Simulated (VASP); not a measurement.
Given:

```
TiP
1.0
    3.03724     0.00000     0.00000
    0.00000     3.03724     0.00000
    0.00000     0.00000     3.03724
Ti P
1 1
Direct
  0.00000   0.00000   0.00000
  0.50000   0.50000   0.50000
```

Computed with PBEsol GGA, VASP's PBE PAW potentials (set 64) (plane waves; VASP). Run with 400 eV cut-off, 13×13×13 Γ-centred mesh, tetrahedra with Blöchl corrections, potentials Ti_sv P.

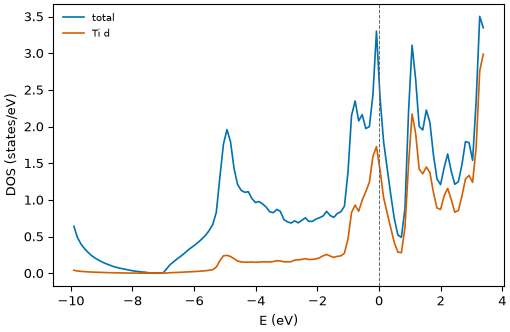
Figure. Total and projected density of states, zero at the Fermi level

Within 2 eV below the Fermi level the largest weight inside VASP's projection spheres is Ti d, then P p.

It has no gap at this level: it comes out as a metal or semimetal.

The structure was generated: TiP was put into the CsCl type type (Pm-3m), which need not be its known phase. It was relaxed first, which changed the volume by -33 %. The electron count is odd and the run is not spin-polarised, which forces a metal.
